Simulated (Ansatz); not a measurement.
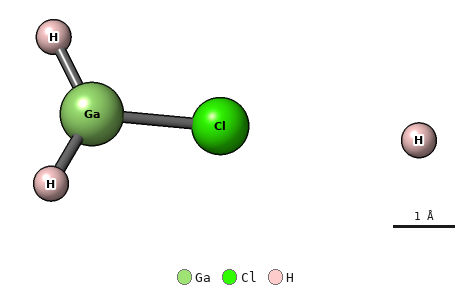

Fig. 1: The structure as given in the input (ball-and-stick view, seen at a tilt). Sticks mark near contacts. Bond lengths as drawn: Cl–Ga 2.16 Å and Ga–H 1.56 Å.

# Run report: GaH$_{3}$Cl, nudged elastic band

System: GaH$_{3}$Cl, multiplicity 2.
Method: UKS PBE0-D4/def2-SVP (Ansatz 0.2.0).

It belongs to a series of runs on one base structure; here: band between the two ends.

Input
```yaml
crystal:
  periodic: [false, false, false]
  atoms:
    - { symbol: Ga, position_ang: [0.004454, 0.000366, -0.248888] }
    - { symbol: Cl, position_ang: [0.027136, -0.002404, 1.907959] }
    - { symbol: H, position_ang: [1.407218, 0.000296, -0.927744] }
    - { symbol: H, position_ang: [-1.412241, 0.000307, -0.898155] }
    - { symbol: H, position_ang: [-0.026567, 0.001435, 5.246828] }
magnetization:
  spin_polarized: true
  initial_magnetization: 1
basis:
  gaussian: { orbitals: def2-SVP }
hamiltonian:
  xc: pbe0
  dispersion: d4
neb:
  order_check: false
  images: 9
  f_tol: 0.05
  max_iterations: 50
  final_atoms:
    - { symbol: Ga, position_ang: [-0.00060571, 0.00013746, -0.44350207] }
    - { symbol: Cl, position_ang: [0.00108438, -0.00040903, 3.36058152] }
    - { symbol: H, position_ang: [1.38195171, 0.00023418, -1.24344922] }
    - { symbol: H, position_ang: [-1.38382705, 0.00024151, -1.24230177] }
    - { symbol: H, position_ang: [0.00139666, -0.00020412, 4.64867153] }
  initial_path:
    images:
      - { positions_ang: [[0.004454, 0.000366, -0.248888], [0.027136, -0.002404, 1.907959], [1.407218, 0.000296, -0.927744], [-1.412241, 0.000307, -0.898155], [-0.026567, 0.001435, 5.246828]] }
      - { positions_ang: [[0.00355389, 0.00029716, -0.1991104], [0.0217223, -0.00192952, 2.0243672], [1.3976779, 0.0002434, -0.89920765], [-1.4017293, 0.00025444, -0.87551154], [-0.0212248, 0.00113452, 5.0294624]] }
      - { positions_ang: [[0.00265379, 0.00022831, -0.1493328], [0.01630861, -0.00145504, 2.1407754], [1.3881378, 0.0001908, -0.87067131], [-1.3912176, 0.00020189, -0.85286809], [-0.0158826, 0.00083404, 4.8120968]] }
      - { positions_ang: [[0.00175368, 0.00015947, -0.0995552], [0.01089491, -0.00098056, 2.2571836], [1.3785977, 0.0001382, -0.84213496], [-1.38070589, 0.00014933, -0.83022463], [-0.0105404, 0.00053356, 4.5947312]] }
      - { positions_ang: [[0.00085357, 9.063e-05, -0.0497776], [0.00548121, -0.00050608, 2.3735918], [1.3690576, 8.56e-05, -0.81359862], [-1.37019419, 9.678e-05, -0.80758118], [-0.00519819, 0.00023308, 4.3773656]] }
      - { positions_ang: [[-4.654e-05, 2.178e-05, 0.0], [6.751e-05, -3.16e-05, 2.49], [1.35951751, 3.3e-05, -0.78506227], [-1.35968249, 4.422e-05, -0.78493772], [0.00014401, -6.741e-05, 4.16]] }
      - { positions_ang: [[-0.00015837, 4.492e-05, -0.08870041], [0.00027089, -0.00010709, 2.6641163], [1.36400435, 7.324e-05, -0.87673966], [-1.3645114, 8.368e-05, -0.87641053], [0.00039454, -9.475e-05, 4.2577343]] }
      - { positions_ang: [[-0.0002702, 6.805e-05, -0.17740083], [0.00047426, -0.00018257, 2.83823261], [1.36849119, 0.00011347, -0.96841705], [-1.36934031, 0.00012314, -0.96788334], [0.00064507, -0.00012209, 4.35546861]] }
      - { positions_ang: [[-0.00038204, 9.119e-05, -0.26610124], [0.00067764, -0.00025806, 3.01234891], [1.37297803, 0.00015371, -1.06009444], [-1.37416922, 0.0001626, -1.05935615], [0.0008956, -0.00014943, 4.45320292]] }
      - { positions_ang: [[-0.00049387, 0.00011433, -0.35480165], [0.00088101, -0.00033355, 3.18646522], [1.37746487, 0.00019394, -1.15177183], [-1.37899814, 0.00020205, -1.15082896], [0.00114613, -0.00017677, 4.55093722]] }
      - { positions_ang: [[-0.00060571, 0.00013746, -0.44350207], [0.00108438, -0.00040903, 3.36058152], [1.38195171, 0.00023418, -1.24344922], [-1.38382705, 0.00024151, -1.24230177], [0.00139666, -0.00020412, 4.64867153]] }
```

Launch command:
```bash
ansatz run input.yaml --threads 1 --pin off --max-ram 2048MiB --backend cpu --events-out ev --progress --plain --runs-dir out
```

Log
```
Engine: ansatz 0.2.0, x86_64-unknown-linux-gnu
Functional definition: PBE0
  parameter a = 0.25
  parameter kappa = 0.804
  parameter beta = 0.06672455060314922
  exchange = (1 - a)*pbe_x(kappa = kappa, mu = beta*pi^2/3) + a*exact_x
  correlation = pbe_c(beta = beta)
672 factors; integrals over basis functions are off by at most 5.4e-4 eV
mean field evaluation 1: about -64925.3487 eV, gradient 1.5e1 eV
mean field evaluation 2: about -64925.1666 eV, gradient 1.9e1 eV
mean field evaluation 4: about -64926.1874 eV, gradient 1.7e-1 eV
mean field evaluation 8: about -64926.1918 eV, gradient 6.6e-3 eV
mean field -64926.19179247 eV, -2385.9935398199 hartree, gradient 7.5e-5 eV, S^2 0.750008; 0 other end points of the search recorded, 0 dependent functions left out
the calculation of the forces begins
reference -64926.19182748 eV, -2385.9935411064 hartree; 26, 25 occupied and 39, 40 virtual orbitals, 672 factors
676 factors; integrals over basis functions are off by at most 8.8e-4 eV
mean field evaluation 16: about -64925.4960 eV, gradient 1.3e1 eV
mean field -64925.94884971 eV, -2385.9846118380 hartree, gradient 1.1e-5 eV, S^2 0.751855; 0 other end points of the search recorded, 0 dependent functions left out
[... from here on the field's lines of each further geometry are left out, up to the last ...]
NEB iter   1: max|band force component| = 3.283e0 eV/Å  barrier→ = 0.8724 eV  barrier← = 0.6135 eV  Δτ_max = 0.1913 Å  (303 SCF iters)
NEB iter   2: max|band force component| = 1.797e0 eV/Å  barrier→ = 0.6312 eV  barrier← = 0.3722 eV  Δτ_max = 0.2000 Å  (272 SCF iters)
NEB iter   3: max|band force component| = 7.779e0 eV/Å  barrier→ = 1.0014 eV  barrier← = 0.7425 eV  Δτ_max = 0.0991 Å  (257 SCF iters)
NEB iter   4: max|band force component| = 1.098e0 eV/Å  barrier→ = 0.6678 eV  barrier← = 0.4089 eV  Δτ_max = 0.0684 Å  (262 SCF iters)
NEB iter   5: max|band force component| = 4.511e-1 eV/Å  barrier→ = 0.6633 eV  barrier← = 0.4044 eV  CI = image 5  Δτ_max = 0.0219 Å  (239 SCF iters)
NEB iter   6: max|band force component| = 1.022e-1 eV/Å  barrier→ = 0.6671 eV  barrier← = 0.4081 eV  CI = image 5  Δτ_max = 0.0075 Å  (243 SCF iters)
the calculation of the forces begins
reference -64925.93980563 eV, -2385.9842794742 hartree; 26, 25 occupied and 39, 40 virtual orbitals, 676 factors
676 factors; integrals over basis functions are off by at most 7.7e-4 eV
mean field evaluation 640: about -64925.5247 eV, gradient 9.2e-5 eV
mean field -64925.52469094 eV, -2385.9690242908 hartree, gradient 1.2e-5 eV, S^2 0.761448; 3 other end points of the search recorded, 0 dependent functions left out
the calculation of the forces begins
reference -64925.52472378 eV, -2385.9690254977 hartree; 26, 25 occupied and 39, 40 virtual orbitals, 676 factors
NEB iter   7: max|band force component| = 8.355e-3 eV/Å  barrier→ = 0.6671 eV  barrier← = 0.4081 eV  CI = image 5  Δτ_max = 0.0000 Å  (493 SCF iters)
```

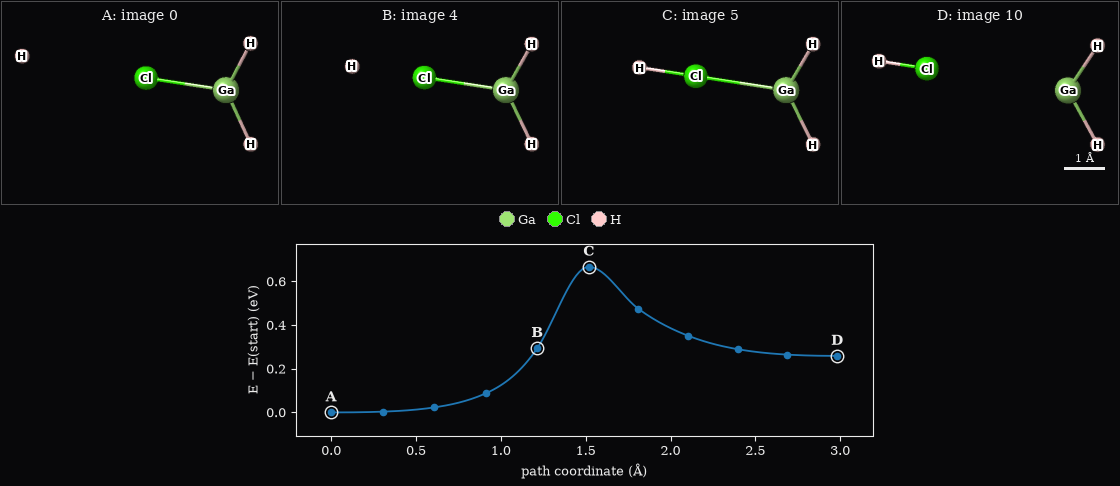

Fig. 2: Images of the last band (counted from 0; ball-and-stick, seen at a tilt) above the energy along the path; the line is a cubic interpolation that uses the forces. The highest image is number 5, 0.667 eV above the start and 0.408 eV above the end (the climbing image); the end lies 0.259 eV above the start. The path is 2.98 Å long. The band converged in 7 iterations.

```
Total energy: -64925.58540203 eV, -2385.9712553821 hartree
Atom 0 at    -0.000327     0.000058     0.027426 Å, force     0.000412     0.000037    -0.003426 eV/Å
Atom 1 at    -0.000206     0.000019     2.463427 Å, force    -0.000219     0.000051    -0.000874 eV/Å
Atom 2 at     1.402972     0.000007    -0.697126 Å, force    -0.002957    -0.000024     0.001752 eV/Å
Atom 3 at    -1.402970     0.000019    -0.698417 Å, force     0.002789    -0.000024     0.002116 eV/Å
Atom 4 at     0.000532    -0.000102     3.984689 Å, force    -0.000023    -0.000041     0.000433 eV/Å
Dipole moment:    -0.000063     0.000003    -0.204626 e Å
this run last wrote the band of iteration 7 to [file]
```

The last band as extended XYZ (Å, eV, eV/Å)
```
5
Properties=species:S:1:pos:R:3:forces:R:3 image=0 energy=-64926.25243
Ga    0.0045    0.0004   -0.2489    0.0000  -0.0032   0.0023
Cl    0.0271   -0.0024    1.9080    0.0000   0.0008  -0.0080
H     1.4072    0.0003   -0.9277    0.0068   0.0012   0.0028
H    -1.4122    0.0003   -0.8982   -0.0068   0.0012   0.0029
H    -0.0266    0.0014    5.2468    0.0000   0.0000   0.0000
5
Properties=species:S:1:pos:R:3:forces:R:3 image=1 energy=-64926.24895
Ga    0.0032   -0.0001   -0.1835    0.0005   0.0000  -0.0058
Cl    0.0200   -0.0019    1.9728    0.0001   0.0000  -0.0059
H     1.4104    0.0004   -0.8530    0.0000   0.0000  -0.0072
H    -1.4139    0.0004   -0.8318   -0.0002   0.0000  -0.0065
H    -0.0197    0.0012    4.9755   -0.0004   0.0000   0.0253
5
Properties=species:S:1:pos:R:3:forces:R:3 image=2 energy=-64926.22951
Ga    0.0014   -0.0001   -0.1193    0.0015  -0.0001  -0.0263
Cl    0.0084   -0.0009    2.0357   -0.0002  -0.0001  -0.0251
H     1.4146    0.0002   -0.7742    0.0006   0.0001  -0.0266
H    -1.4153    0.0002   -0.7667   -0.0012   0.0001  -0.0249
H    -0.0090    0.0006    4.7045   -0.0007   0.0001   0.1029
5
Properties=species:S:1:pos:R:3:forces:R:3 image=3 energy=-64926.16514
Ga    0.0002    0.0000   -0.0519    0.0011  -0.0001  -0.0933
Cl    0.0008   -0.0001    2.1029   -0.0004   0.0000  -0.1437
H     1.4145    0.0000   -0.7019    0.0172   0.0000  -0.0349
H    -1.4140    0.0000   -0.7021   -0.0176   0.0000  -0.0341
H    -0.0015    0.0001    4.4331   -0.0003   0.0000   0.3061
5
Properties=species:S:1:pos:R:3:forces:R:3 image=4 energy=-64925.95801
Ga   -0.0002    0.0000    0.0272    0.0006  -0.0001  -0.0004
Cl   -0.0003    0.0000    2.2267   -0.0009   0.0001  -0.9786
H     1.3999    0.0000   -0.6721   -0.0125   0.0000   0.1031
H    -1.3998    0.0000   -0.6732    0.0125   0.0000   0.1041
H     0.0004   -0.0001    4.1714    0.0003   0.0000   0.7718
5
Properties=species:S:1:pos:R:3:forces:R:3 image=5 energy=-64925.58537
Ga   -0.0003    0.0001    0.0274    0.0004   0.0000  -0.0034
Cl   -0.0002    0.0000    2.4634   -0.0002   0.0001  -0.0009
H     1.4030    0.0000   -0.6971   -0.0030   0.0000   0.0018
H    -1.4030    0.0000   -0.6984    0.0028   0.0000   0.0021
H     0.0005   -0.0001    3.9847    0.0000   0.0000   0.0004
5
Properties=species:S:1:pos:R:3:forces:R:3 image=6 energy=-64925.77808
Ga   -0.0001   -0.0007   -0.0669   -0.0051  -0.0023  -0.1847
Cl    0.0004   -0.0004    2.7019   -0.0001  -0.0008   0.4843
H     1.4114    0.0004   -0.7920    0.0233   0.0011  -0.1992
H    -1.4121    0.0004   -0.7921   -0.0182   0.0011  -0.1965
H     0.0004    0.0003    4.0291    0.0001   0.0009   0.0960
5
Properties=species:S:1:pos:R:3:forces:R:3 image=7 energy=-64925.90119
Ga    0.0033   -0.0006   -0.1518   -0.0020  -0.0015  -0.0882
Cl    0.0014   -0.0006    2.8742    0.0000  -0.0002   0.1787
H     1.4020    0.0005   -0.9152   -0.0087   0.0007  -0.1209
H    -1.4027    0.0005   -0.9022    0.0113   0.0007  -0.1182
H    -0.0039    0.0003    4.1750   -0.0006   0.0004   0.1486
5
Properties=species:S:1:pos:R:3:forces:R:3 image=8 energy=-64925.96293
Ga    0.0032   -0.0002   -0.2409    0.0011  -0.0004  -0.0421
Cl    0.0009   -0.0005    3.0377    0.0003   0.0000   0.0676
H     1.3902    0.0003   -1.0304   -0.0051   0.0002  -0.0529
H    -1.3912    0.0003   -1.0172    0.0042   0.0002  -0.0528
H    -0.0030    0.0001    4.3308   -0.0005   0.0000   0.0803
5
Properties=species:S:1:pos:R:3:forces:R:3 image=9 energy=-64925.98772
Ga    0.0006    0.0000   -0.3392    0.0005  -0.0001  -0.0151
Cl    0.0007   -0.0003    3.1994    0.0001   0.0000   0.0226
H     1.3838    0.0002   -1.1371   -0.0007   0.0000  -0.0167
H    -1.3853    0.0002   -1.1324    0.0002   0.0000  -0.0169
H     0.0002   -0.0002    4.4892   -0.0001   0.0000   0.0261
5
Properties=species:S:1:pos:R:3:forces:R:3 image=10 energy=-64925.99348
Ga   -0.0006    0.0001   -0.4435    0.0000   0.0000   0.0027
Cl    0.0011   -0.0004    3.3606    0.0000   0.0000   0.0025
H     1.3820    0.0002   -1.2434   -0.0038   0.0000  -0.0016
H    -1.3838    0.0002   -1.2423    0.0038   0.0000  -0.0016
H     0.0014   -0.0002    4.6487    0.0000   0.0000  -0.0020
```

Key numbers

- outcome: converged
- barrier, forward: 0.667 eV
- barrier, backward: 0.408 eV
- hardware: 1 thread of AMD EPYC (Zen 3), 192 GiB of memory available, shared host
- wall time: 5.4 min
- peak memory: 0.19 GiB

Remarks

The order of the saddle point was not checked.
